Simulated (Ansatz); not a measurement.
# Calculations on BH2OBrF2

## 1. Relaxation

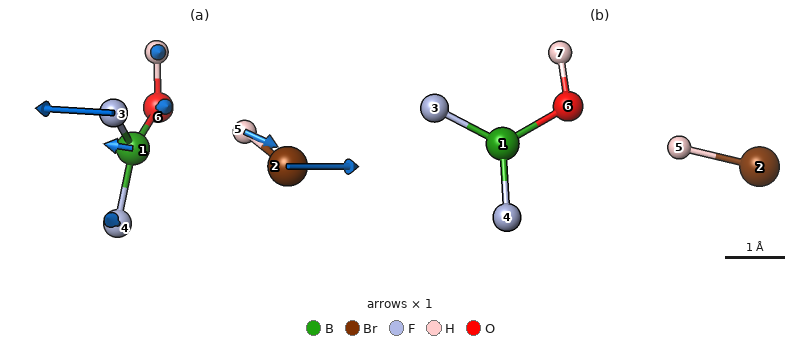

The structure of BH₂OBrF₂ (started from a transition state, displaced along its imaginary mode) before (left) and after (right) a relaxation, at one scale. The blue arrows give the displacements, at their true length.

A ball-and-stick model, seen at a tilt.

Computed with Ansatz, RKS PBE0-D4/def2-TZVP. Set-up: force threshold 0.005 eV/Å; at most 200 steps.

Summarise the run.

Answer. The atom that moves furthest after the best rigid fit is F3 (1.69 Å). By element the largest moves are F 1.69 Å, Br 1.58 Å, O 0.80 Å, H 0.67 Å, B 0.53 Å. Among the contacts that change: B1–Br2 2.708 → 4.490 Å, Br2–O6 2.854 → 3.468 Å, Br2–H5 1.381 → 1.429 Å, B1–F4 1.326 → 1.314 Å. After 32 accepted moves (40 points after the start) the energy has fallen by 13.7 kcal/mol. The largest force component goes from 2.2 to 0.0031 eV/Å. The line search rejected the trial steps at points 3, 7, 14, 17, 25, 27, 28, 31 of the run. Cost: 96 s on 4 threads of Arm Neoverse V2, with other jobs on the host.

## 2. Relaxation

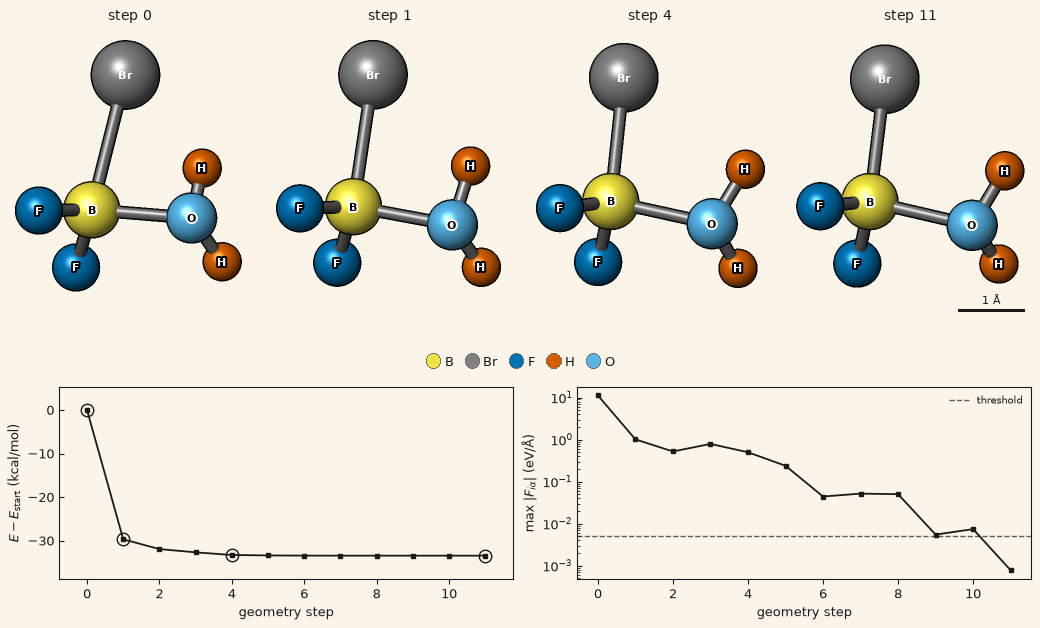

Frames of a relaxation of BH₂OBrF₂ (started from a transition state, displaced along its imaginary mode), marked on the history of the run. A ball-and-stick model, seen face on.

These are results of RKS PBE0-D4/def2-TZVP (Ansatz 0.2.0), not measurements. Set-up: force threshold 0.005 eV/Å; at most 200 steps.

Question: What happens along the run?

Answer: An H atom moves most after the best rigid fit: 0.44 Å. By element the largest moves are H 0.44 Å, Br 0.34 Å, B 0.14 Å, O 0.11 Å, F 0.07 Å. Among the contacts that change: Br–H 2.042 → 2.625 Å, B–Br 2.223 → 2.013 Å, H–O 0.813 → 0.969 Å, B–O 1.594 → 1.689 Å. Bond angles that change, for instance: Br–B–O 86.4° → 102.0°, B–O–H 91.9° → 106.9°, F–B–O 109.2° → 101.7°. The energy falls by 33.4 kcal/mol in 11 geometry steps. Largest force component: 11 eV/Å at the start, 0.00078 eV/Å at the end. From step 0 to 1: the Br atom moves most (0.20 Å), energy −29.7 kcal/mol. From step 1 to 4: an H atom moves most (0.24 Å), energy −3.59 kcal/mol. From step 4 to 11: an H atom moves most (0.12 Å), energy −0.16 kcal/mol.

| step | E − E(0), kcal/mol | largest force component, eV/Å |
| --- | --- | --- |
| 0 | 0.00 | 11.2081 |
| 1 | -29.68 | 1.0113 |
| 2 | -31.92 | 0.5212 |
| 3 | -32.67 | 0.7883 |
| 4 | -33.27 | 0.4993 |
| 5 | -33.37 | 0.2379 |
| 6 | -33.42 | 0.0442 |
| 7 | -33.42 | 0.0517 |
| 8 | -33.43 | 0.0502 |
| 9 | -33.43 | 0.0055 |
| 10 | -33.43 | 0.0074 |
| 11 | -33.43 | 0.0008 |

## 3. Reaction

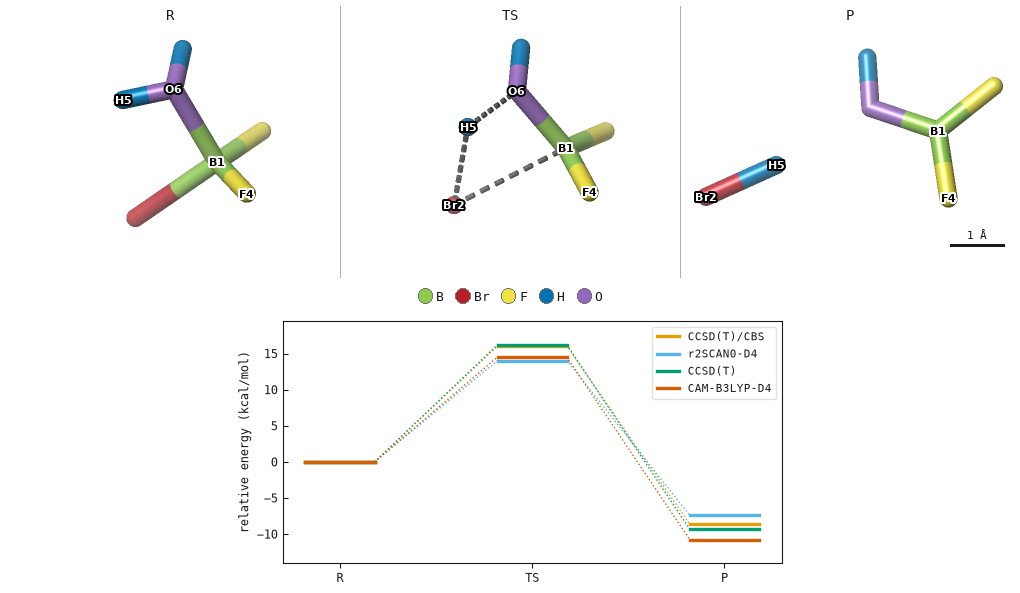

A reaction step of BH₂OBrF₂, with its energy diagram. Style: stick. Shown face on. Dashed sticks mark bonds that form or break.

Stationary points at PBE0-D4/def2-TZVP, single-point energies with CCSD(T)/CBS, r2SCAN0-D4, CCSD(T), CAM-B3LYP-D4 (def2-TZVPP where no basis is named; Ansatz 0.2.0). The energies are electronic, without zero-point or thermal terms, and both ends are the minima reached downhill from the saddle, with any fragments still in contact. CCSD(T)/CBS stands for a frozen-core estimate: MP2 correlation extrapolated from def2-TZVPP and def2-QZVPP, CCSD(T) minus MP2 from the smaller set.

What happens, and what does it cost?

Answer. Counted by bonded pieces, R holds BH₂BrOF₂ and P holds BHOF₂ + HBr. From R over the saddle to P, a bond forms: Br–H (2.62 → 1.71 → 1.43 Å). Bonds break: B–Br (2.01 → 2.47 → 4.49 Å), H–O (0.97 → 1.21 → 2.05 Å). Bonds that stay but change much: B–O (1.69 → 1.48 → 1.35 Å). The saddle has one imaginary mode, 921i cm⁻¹. With CCSD(T)/CBS the barrier is 16.0 kcal/mol from R and 24.7 kcal/mol from P, and P lies 8.6 kcal/mol below R.

| level | barrier from R (kcal/mol) | barrier from P (kcal/mol) | P less R (kcal/mol) |
| --- | --- | --- | --- |
| CCSD(T)/CBS | 16.0 | 24.7 | −8.6 |
| r2SCAN0-D4 | 14.0 | 21.4 | −7.4 |
| CCSD(T) | 16.2 | 25.6 | −9.3 |
| CAM-B3LYP-D4 | 14.5 | 25.3 | −10.8 |

Against CCSD(T)/CBS, CCSD(T) comes closest on the barrier from R (+0.2 kcal/mol) and r2SCAN0-D4 misses most (−2.0 kcal/mol).
